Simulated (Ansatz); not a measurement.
# BaOsO3 (Pm-3m): how robust is the cRPA U?

What does U in BaOsO3 (Pm-3m) depend on besides the window?

Method: constrained RPA on LDA, plane waves, PAW, in Ansatz 0.2.0.

## Step 1: The starting structure

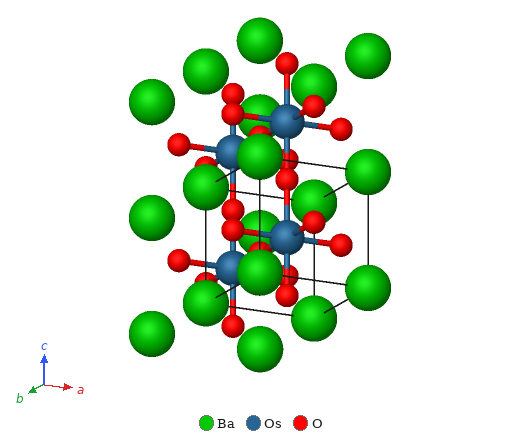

The cell as given, from a free direction (barium green, osmium blue, oxygen red). 1×2×2 cells are drawn. Some periodic images of atoms are drawn too.

The cell and positions are those that the Materials Project relaxed with its own functionals (PBE, PBE+U or r2SCAN), kept fixed. The program's search for lower electronic states was switched off, so nothing shows that the state found is the lowest. Spin-orbit coupling is left out unless a step names it. The default PAW set here is soft_2. Its files were made with PBE; for other functionals the partial waves and projectors stay those of PBE.

## Step 2: Base: Os t2g, bands v2 to c1, 6×6×6 mesh, medium accuracy

Constrained RPA screens the interaction with every transition except those inside the target bands, which a later many-body model would treat itself.

File input.yaml:

```yaml
crystal:
  lattice:
    - [-4.06423, 0.0, 0.0]
    - [0.0, 0.0, -4.06423]
    - [0.0, -4.06423, 0.0]
  atoms:
    - { symbol: Ba, position: [0.0, 0.0, 0.0] }
    - { symbol: Os, position: [0.5, 0.5, 0.5] }
    - { symbol: O, position: [0.0, 0.5, 0.5] }
    - { symbol: O, position: [0.5, 0.0, 0.5] }
    - { symbol: O, position: [0.5, 0.5, 0.0] }
kpoints:
  mp_grid: { grid: [6, 6, 6] }
hamiltonian:
  xc: lda
scf:
  occupations: { method: gaussian, width: 0.08 }
  n_extra_bands: 19
  max_iter: 150
  lower_state_search: "off"
output:
  crpa:
    kmesh: [6, 6, 6]
    target_bands: [v2, c1]
    projections: [{ species: Os, l: d, shell: 5, orbitals: [dxz, dyz, dxy] }]
  local_orbitals:
    kmesh: [6, 6, 6]
    orbitals: [{ species: Os, l: d, shell: 5, orbitals: [dxz, dyz, dxy] }]
    window: { bands: [v2, c1] }
    seedname: lo
```

Command:

```sh
ansatz run input.yaml --threads 4 --pin off --max-ram 14745MiB --backend cpu --events-out ev --progress --plain --runs-dir out
```

Numbers of over 12 decimals in the logs are rounded to 6 here.

What it wrote:

```text
scf.n_extra_bands = 19 over 22 filled bands (N_el = 44.0): the run solves 41 bands
Engine: ansatz 0.2.0, aarch64-unknown-linux-gnu
Pseudopotentials: kind: paw
Pseudopotential: Ba, paw, valence charge 10, recommended cutoff 420 eV (normal), Ba.paw.azcp
Pseudopotential: Os, paw, valence charge 16, recommended cutoff 420 eV (normal), Os.paw.azcp
Pseudopotential: O, paw, valence charge 6, recommended cutoff 420 eV (normal), O.paw.azcp
Functional definition: SPW92
  exchange = slater_x
  correlation = pw_c
Crystal: 5 atoms, lattice volume = 67.133 Å³
Basis set: ecut = 420 eV, 1357 PW (Γ)
Bands: 41, of which v1, the nominal top of the filled ones, is band 22 counted from 1 (21 counted from 0)
Symmetry: 48 space group operations
Space group: Pm-3m (ITA 221), of the structure as read, at distance tolerance 4.1e-5 Å
k-points: 20 of 216
Non-local potential: Ba, projectors of the file, l = 0: 3, l = 1: 2, l = 2: 2, l = 3: 2
Non-local potential: Os, projectors of the file, l = 0: 3, l = 1: 2, l = 2: 2, l = 3: 1
Non-local potential: O, projectors of the file, l = 0: 2, l = 1: 2, l = 2: 1
PAW form: soft (Blöchl's): semilocal exchange-correlation on the pseudo side does not see the compensation charge
PAW frozen core: Ba, regenerated for the run's functional, and the local potential with it (the file was generated under x = pbe(κ = 0.804, μ = 0.219515), c = pbe(β = 0.066725))
PAW frozen core: Os, regenerated for the run's functional, and the local potential with it (the file was generated under x = pbe(κ = 0.804, μ = 0.219515), c = pbe(β = 0.066725))
PAW frozen core: O, regenerated for the run's functional, and the local potential with it (the file was generated under x = pbe(κ = 0.804, μ = 0.219515), c = pbe(β = 0.066725))
PAW one-centre angular grid: Ba, 194 points (default); XC on 64 Gauss nodes
PAW one-centre angular grid: Os, 590 points (default); XC on 64 Gauss nodes
PAW one-centre angular grid: O, 110 points (default); XC on 64 Gauss nodes
Initial density: superposition of atomic densities (neutral atoms: chi_scale 0, normalization atom), corrected by the library's trained network
Initial wavefunctions: pseudopotential atomic-orbital guess
Functional: x = slater, c = lda
SCF iter   1: F=—  HF=-18565.247247 eV  |F-HF|=—  |Δ(HF+E_count)|=         —  Δρ=1.58e-2  dr2=1.53e-1  ethr=1.77e-3  ⟨swp⟩=6.5  Hψ=4021  notcnv=0  defer=150
preconditioner: auto → Kerker (q_TF=auto, 2.543 Å⁻¹)  [metal: Δε(μ)=0.018 eV  Ē_g=15.589 eV  σ=0.080 eV  W_gap=0.13  n_scr=18 (ndim 8)  ℏωp=26.4 eV  f_vac=0.000  D(μ)=5.78/eV (n_scr^D=80)]
SCF iter   2: F=—  HF=-18565.217792 eV  |F-HF|=—  |Δ(HF+E_count)|=   2.95e-2  Δρ=8.09e-3  dr2=4.72e-2  ethr=3.47e-4  ⟨swp⟩=1.8  Hψ=1055  notcnv=0  defer=225
[...]
SCF 1 converged in 7 iterations: F = -18565.205407 eV  dr2 = 1.33e-8
[...]
NSCF: frozen V_eff on 23 k-points
NSCF: frozen V_eff on 20 k-points
[...]
cRPA screening: q 1/216
cRPA screening: q 2/216
cRPA screening: q 8/216 (q-point 3)
cRPA screening: q 14/216 (q-point 4)
cRPA screening: q 17/216 (q-point 8)
cRPA screening: q 29/216 (q-point 9)
cRPA screening: q 53/216 (q-point 10)
cRPA screening: q 65/216 (q-point 15)
cRPA screening: q 77/216 (q-point 16)
cRPA screening: q 89/216 (q-point 22)
[...]
cRPA screening: q 190/216 (q-point 87)
cRPA screening: q 198/216 (q-point 88)
cRPA screening: q 210/216 (q-point 94)
cRPA screening: q 216/216 (q-point 130)
SCF converged after 7 iterations
Free energy (F): -18565.205407 eV
Harris-Foulkes:  -18565.205407 eV  (|F-HF|=8.66e-10)
Internal energy: -18565.187375 eV  (E = F + TS)
E sigma→0 (E₀):  -18565.196391 eV
Entropy (-TS):   -0.018032 eV (-3.606 meV/atom)
Fermi energy:    13.472679 eV
--- Per-component energies (eV) ---
  E_band       = -203.975472
  E_kinetic    = 1250.327548
  E_local      = -2708.483198  (includes V_loc(G=0)·N_el)
  E_nonlocal   = 214.324800
  E_hartree    = 1049.985895
  E_xc         = -647.648689
  E_vxc        = -697.063278  (∫ρ·V_xc dr)
  E_paw        = -14245.542835  (= ΣΔE_a)
  E_vpaw       = -363.058065  (= ΣTr[D̂ρ^β])
  E_aug_tail   = 0.007412  (compensation charges beyond the density's cutoff)
  E_ewald      = -3479.094323
  E_core_change = 0.936014  (= ΣΔE_core)
  E_smearing   = -0.018032  (= −TS)
  E_closure    = 0.000000  (closes the sum)
  Σ components = -18565.205407   (vs F -18565.205407, Δ=0.00e0)
--- Band table (eV; the first three rows and the last of 20) ---
  k-point 0: bands = [... 18 lower, 10.4668, 10.4668, 10.6691, 10.6691, 10.6691, 13.6523, 13.6523, 16.0741, ... 15 higher]
  k-point 1: bands = [... 18 lower, 10.1882, 10.1882, 10.6938, 11.7275, 11.7275, 13.6539, 14.6720, 16.5204, ... 15 higher]
  k-point 2: bands = [... 18 lower, 9.9608, 9.9608, 10.7442, 12.9186, 12.9186, 13.6570, 15.6590, 17.4541, ... 15 higher]
  k-point 19: bands = [... 18 lower, 10.8413, 10.8413, 14.3867, 14.3867, 14.3867, 17.4776, 17.4776, 17.4776, ... 15 higher]
--- cRPA (band scheme, projected local orbitals): target bands 21..23 (1-based), 3 Wannier function(s), 6×6×6 mesh, 46 bands' worth read of 51 solved, ecut_chi 136.0 eV, v(q+G=0) probe_charge, pair densities all_electron ---
  bands read: the sum over 46 bands ends inside a degenerate multiplet in 7 slots, whose members it reads at an even weight; the widest, k=129: bands 46 to 48 (counted from 1) at 1/3 each
  χ-basis size per q: N_G = 232..280
  window electrons = 4.0000, filled by tetrahedron_uncorrected; constrained ε̄⁻¹(q = 0, 0) head = 0.150464; min gauge Gram eig = 0.5721
  Kanamori averages over each shell's own Wannier functions (sites counted from 0, functions from 1):
    Site 1, 5D, 3 of 5 d orbitals (Wannier functions 1, 2, 3; wannier90's mr 2, 3, 5):
      screened: U = 2.3909 eV, U' = 1.8427 eV, J = 0.2307 eV
      screened, to within: U = 3.5e-3 eV, U' = 3.5e-3 eV, J = 3.6e-4 eV
      bare: V = 10.4834 eV, V' = 9.5968 eV, J = 0.3319 eV
  Hermiticity witness max|P − P†| over intra, direct and exchange elements: 4.44e-15 eV (screened), 1.26e-19 eV (bare)
  Reality witness max|Im| over intra, direct and exchange elements: 2.43e-19 eV (screened), 9.77e-19 eV (bare)
```

Run time: 3.3 min. Hardware: 4 threads of Arm Neoverse V1, shared host; peak memory 0.81 GiB.

This step gave:

| Quantity | Value |
| --- | --- |
| U | 2.391 eV |
| U prime (inter-orbital) | 1.843 eV |
| J | 0.2307 eV |
| bare V | 10.48 eV |
| bare J | 0.3319 eV |
| stated bound on U | 0.003436 eV |
| U over bare V | 0.2281 |
| electrons in the window | 4.000 |
| head of the constrained inverse dielectric matrix | 0.1505 |
| least eigenvalue of the projection's overlap | 0.5721 |
| target functions | 3 |
| bands in the sums | 46 |
| r.m.s. miss of the model bands | 0.02396 eV |
| width of the target bands | 3.718 eV |
| weight of the projected orbitals in the window | 0.6488 |

On the Os t2g shell, screening brings the on-site interaction from 10.5 eV down to U = 2.39 eV.

## Step 3: Changed: 4×4×4 mesh

input.yaml, the sections that differ from step 2:

```yaml
output:
  crpa:
    kmesh: [4, 4, 4]
    target_bands: [v2, c1]
    projections: [{ species: Os, l: d, shell: 5, orbitals: [dxz, dyz, dxy] }]
# crystal, kpoints, hamiltonian, scf: as in step 2
```

What it wrote:

```text
[...]
Crystal: 5 atoms, lattice volume = 67.133 Å³
Basis set: ecut = 420 eV, 1357 PW (Γ)
Bands: 41, of which v1, the nominal top of the filled ones, is band 22 counted from 1 (21 counted from 0)
Symmetry: 48 space group operations
[...]
k-points: 20 of 216
[...]
SCF iter   1: F=—  HF=-18565.247247 eV  |F-HF|=—  |Δ(HF+E_count)|=         —  Δρ=1.58e-2  dr2=1.53e-1  ethr=1.77e-3  ⟨swp⟩=6.5  Hψ=4021  notcnv=0  defer=150
[...]
SCF iter   7: F=-18565.205407 eV  HF=-18565.205407 eV  |F-HF|=8.66e-10  |Δ(HF+E_count)|=   1.28e-7  Δρ=4.56e-6  dr2=1.33e-8  ethr=2.27e-10  ⟨swp⟩=10.6  Hψ=4358  notcnv=0
SCF 1 converged in 7 iterations: F = -18565.205407 eV  dr2 = 1.33e-8
[...]
NSCF: frozen V_eff on 10 k-points
[...]
cRPA screening: q 1/64
cRPA screening: q 2/64
cRPA screening: q 8/64 (q-point 3)
cRPA screening: q 11/64 (q-point 6)
cRPA screening: q 23/64 (q-point 7)
cRPA screening: q 35/64 (q-point 11)
cRPA screening: q 38/64 (q-point 22)
cRPA screening: q 46/64 (q-point 23)
cRPA screening: q 58/64 (q-point 27)
cRPA screening: q 64/64 (q-point 43)
SCF converged after 7 iterations
Free energy (F): -18565.205407 eV
[...]
Internal energy: -18565.187375 eV  (E = F + TS)
E sigma→0 (E₀):  -18565.196391 eV
Entropy (-TS):   -0.018032 eV (-3.606 meV/atom)
Fermi energy:    13.472679 eV
[...]
--- Band table (eV; the first three rows and the last of 20) ---
  k-point 0: bands = [... 18 lower, 10.4668, 10.4668, 10.6691, 10.6691, 10.6691, 13.6523, 13.6523, 16.0741, ... 15 higher]
  k-point 1: bands = [... 18 lower, 10.1882, 10.1882, 10.6938, 11.7275, 11.7275, 13.6539, 14.6720, 16.5204, ... 15 higher]
  k-point 2: bands = [... 18 lower, 9.9608, 9.9608, 10.7442, 12.9186, 12.9186, 13.6570, 15.6590, 17.4541, ... 15 higher]
  k-point 19: bands = [... 18 lower, 10.8413, 10.8413, 14.3867, 14.3867, 14.3867, 17.4776, 17.4776, 17.4776, ... 15 higher]
[...]
χ-basis size per q: N_G = 232..280
[...]
Site 1, 5D, 3 of 5 d orbitals (Wannier functions 1, 2, 3; wannier90's mr 2, 3, 5):
      screened: U = 2.3994 eV, U' = 1.8425 eV, J = 0.2349 eV
      screened, to within: U = 3.5e-3 eV, U' = 3.5e-3 eV, J = 3.7e-4 eV
      bare: V = 10.6358 eV, V' = 9.7399 eV, J = 0.3382 eV
[...]
```

The job ended after 35 s (4 threads; peak memory 0.58 GiB).

This step gave:

| Property | Result |
| --- | --- |
| U | 2.399 eV |
| U prime (inter-orbital) | 1.843 eV |
| J | 0.2349 eV |
| bare V | 10.64 eV |
| bare J | 0.3382 eV |
| stated bound on U | 0.003431 eV |
| U over bare V | 0.2256 |
| electrons in the window | 4.000 |
| head of the constrained inverse dielectric matrix | 0.1330 |
| least eigenvalue of the projection's overlap | 0.5721 |
| target functions | 3 |
| bands in the sums | 46 |
| width of the target bands | 3.718 eV |
| weight of the projected orbitals in the window | 0.6488 |

On the Os t2g shell, screening brings the on-site interaction from 10.6 eV down to U = 2.40 eV.

## Step 4: Changed: 2×2×2 mesh

Edit input.yaml of step 3 so:

```diff
@@ -22,3 +22,3 @@
   crpa:
-    kmesh: [4, 4, 4]
+    kmesh: [2, 2, 2]
     target_bands: [v2, c1]
```

What it wrote:

```text
[...]
Crystal: 5 atoms, lattice volume = 67.133 Å³
Basis set: ecut = 420 eV, 1357 PW (Γ)
Bands: 41, of which v1, the nominal top of the filled ones, is band 22 counted from 1 (21 counted from 0)
Symmetry: 48 space group operations
[...]
k-points: 20 of 216
[...]
k-point 19: bands = [... 18 lower, 10.8413, 10.8413, 14.3867, 14.3867, 14.3867, 17.4776, 17.4776, 17.4776, ... 15 higher]
[...]
χ-basis size per q: N_G = 232..280
[...]
Site 1, 5D, 3 of 5 d orbitals (Wannier functions 1, 2, 3; wannier90's mr 2, 3, 5):
      screened: U = 2.6655 eV, U' = 2.0356 eV, J = 0.2677 eV
      screened, to within: U = 3.9e-3 eV, U' = 3.9e-3 eV, J = 4.5e-4 eV
      bare: V = 11.6667 eV, V' = 10.7061 eV, J = 0.3867 eV
[...]
[key lines of the parts left out:]
SCF converged after 7 iterations
Free energy (F): -18565.205407 eV
Fermi energy:    13.472679 eV
```

Run time: 5.8 s. Hardware: 4 threads; peak memory 0.52 GiB.

Numbers from this step:

```
U                                                 : 2.666 eV
U prime (inter-orbital)                           : 2.036 eV
J                                                 : 0.2677 eV
bare V                                            : 11.67 eV
bare J                                            : 0.3867 eV
stated bound on U                                 : 0.003806 eV
U over bare V                                     : 0.2285
electrons in the window                           : 4.000
head of the constrained inverse dielectric matrix : 0.1105
least eigenvalue of the projection's overlap      : 0.5721
target functions                                  : 3
bands in the sums                                 : 46
width of the target bands                         : 3.718 eV
weight of the projected orbitals in the window    : 0.6488
```

On the Os t2g shell, screening brings the on-site interaction from 11.7 eV down to U = 2.67 eV.

## Step 5: Changed: smooth pair densities

Edit input.yaml of step 4 so:

```diff
@@ -22,4 +22,5 @@
   crpa:
-    kmesh: [2, 2, 2]
+    kmesh: [6, 6, 6]
     target_bands: [v2, c1]
     projections: [{ species: Os, l: d, shell: 5, orbitals: [dxz, dyz, dxy] }]
+    pair_densities: pseudo
```

What it wrote:

```text
[...]
Crystal: 5 atoms, lattice volume = 67.133 Å³
Basis set: ecut = 420 eV, 1357 PW (Γ)
Bands: 41, of which v1, the nominal top of the filled ones, is band 22 counted from 1 (21 counted from 0)
Symmetry: 48 space group operations
[...]
k-points: 20 of 216
[...]
χ-basis size per q: N_G = 232..280
[...]
Site 1, 5D, 3 of 5 d orbitals (Wannier functions 1, 2, 3; wannier90's mr 2, 3, 5):
      screened: U = 2.4059 eV, U' = 1.8408 eV, J = 0.2381 eV
      screened, to within: U = 3.5e-3 eV, U' = 3.5e-3 eV, J = 1.7e-4 eV
      screened, sum over states alone: U = 2.5964 eV, U' = 1.9379 eV, J = 0.2683 eV
      bare: V = 10.4834 eV, V' = 9.5968 eV, J = 0.3319 eV
[...]
[key lines of the parts left out:]
SCF converged after 7 iterations
Free energy (F): -18565.205407 eV
Fermi energy:    13.472679 eV
```

The job ended after 3.1 min (4 threads; peak memory 0.72 GiB; 12 min of CPU time).

This step gave:

```
U                                                 : 2.406 eV
U prime (inter-orbital)                           : 1.841 eV
J                                                 : 0.2381 eV
bare V                                            : 10.48 eV
bare J                                            : 0.3319 eV
stated bound on U                                 : 0.003498 eV
U over bare V                                     : 0.2295
electrons in the window                           : 4.000
head of the constrained inverse dielectric matrix : 0.1507
least eigenvalue of the projection's overlap      : 0.5721
target functions                                  : 3
bands in the sums                                 : 46
width of the target bands                         : 3.718 eV
weight of the projected orbitals in the window    : 0.6488
```

On the Os t2g shell, screening brings the on-site interaction from 10.5 eV down to U = 2.41 eV.

## Step 6: Changed: accuracy low

Edit input.yaml of step 5 so:

```diff
@@ -25,2 +25,2 @@
     projections: [{ species: Os, l: d, shell: 5, orbitals: [dxz, dyz, dxy] }]
-    pair_densities: pseudo
+    accuracy: low
```

What it wrote:

```text
[...]
Crystal: 5 atoms, lattice volume = 67.133 Å³
Basis set: ecut = 420 eV, 1357 PW (Γ)
Bands: 41, of which v1, the nominal top of the filled ones, is band 22 counted from 1 (21 counted from 0)
Symmetry: 48 space group operations
[...]
k-points: 20 of 216
[...]
k-point 19: bands = [... 18 lower, 10.8413, 10.8413, 14.3867, 14.3867, 14.3867, 17.4776, 17.4776, 17.4776, ... 15 higher]
[...]
χ-basis size per q: N_G = 232..280
[...]
Site 1, 5D, 3 of 5 d orbitals (Wannier functions 1, 2, 3; wannier90's mr 2, 3, 5):
      screened: U = 2.3603 eV, U' = 1.8184 eV, J = 0.2289 eV
      screened, to within: U = 8.1e-2 eV, U' = 8.1e-2 eV, J = 6.7e-3 eV
      bare: V = 10.4834 eV, V' = 9.5968 eV, J = 0.3319 eV
[...]
[key lines of the parts left out:]
SCF converged after 7 iterations
Free energy (F): -18565.205407 eV
Fermi energy:    13.472679 eV
```

It took 88 s on 4 threads; peak memory 0.75 GiB; 5.6 min of CPU time.

This step gave:

| Property | Result |
| --- | --- |
| U | 2.360 eV |
| U prime (inter-orbital) | 1.818 eV |
| J | 0.2289 eV |
| bare V | 10.48 eV |
| bare J | 0.3319 eV |
| stated bound on U | 0.08020 eV |
| U over bare V | 0.2251 |
| electrons in the window | 4.000 |
| head of the constrained inverse dielectric matrix | 0.1504 |
| least eigenvalue of the projection's overlap | 0.5721 |
| target functions | 3 |
| bands in the sums | 46 |
| width of the target bands | 3.718 eV |
| weight of the projected orbitals in the window | 0.6488 |

On the Os t2g shell, screening brings the on-site interaction from 10.5 eV down to U = 2.36 eV.

## Step 7: Changed: a wide Fermi-Dirac smearing

Edit input.yaml of step 6 so:

```diff
@@ -16,3 +16,3 @@
 scf:
-  occupations: { method: gaussian, width: 0.08 }
+  occupations: { method: fermi_dirac, width: 1.0 }
   n_extra_bands: 19
@@ -25,2 +25 @@
     projections: [{ species: Os, l: d, shell: 5, orbitals: [dxz, dyz, dxy] }]
-    accuracy: low
```

What it wrote:

```text
scf.n_extra_bands = 19 over 22 filled bands (N_el = 44.0): the run solves 41 bands
Engine: ansatz 0.2.0, aarch64-unknown-linux-gnu
Pseudopotentials: kind: paw
Pseudopotential: Ba, paw, valence charge 10, recommended cutoff 420 eV (normal), Ba.paw.azcp
Pseudopotential: Os, paw, valence charge 16, recommended cutoff 420 eV (normal), Os.paw.azcp
Pseudopotential: O, paw, valence charge 6, recommended cutoff 420 eV (normal), O.paw.azcp
[...]
k-point 2: bands = [... 18 lower, 9.9081, 9.9081, 10.9352, 13.0213, 13.0213, 13.9378, 15.8634, 17.4296, ... 15 higher]
  k-point 19: bands = [... 18 lower, 10.7491, 10.7491, 14.5166, 14.5166, 14.5166, 17.4723, 17.4723, 17.4723, ... 15 higher]
Error: cRPA refused: cRPA: band v11 at k-index 0 must be full below output.crpa.target_bands = [v2, c1] or empty above, but its occupation deviates by 4.03e-3 of a full band (tolerance 1e-3). Include the band in the window or, for the tail of a fermi_dirac temperature, lower scf.occupations.width or leave the width out
[key lines of the parts left out:]
SCF converged after 7 iterations
Free energy (F): -18568.701903 eV
Fermi energy:    13.664420 eV
```

The job ended after 2.3 s (4 threads; peak memory 0.61 GiB).

The self-consistent loop converged; the step after it was not made. The program's words: cRPA refused: cRPA: band v11 at k-index 0 must be full below output.crpa.target_bands = [v2, c1] or empty above, but its occupation deviates by 4.03e-3 of a full band (tolerance 1e-3). Include the band in the window or, for the tail of a fermi_dirac temperature, lower scf.occupations.width or leave the width out

The fault put into this input: a wide Fermi-Dirac smearing.

[end of part 1 of 2]

[Paths, hosts, dates, memory and timing lines, banners, echoed tables and standing remarks are left out of the program output.]

[Logs are printed without paths, hosts, clocks, repeated set-up lines and the standing remarks that a program may print on its own settings, such as how far it seeks lower states.]

[Runs of the session that timed out or met a known fault of the program may be left out.]

[Hosts, paths, dates, database ids (printed as entryN), source tags and the programs' standing remarks are cut or masked in the printed files.]
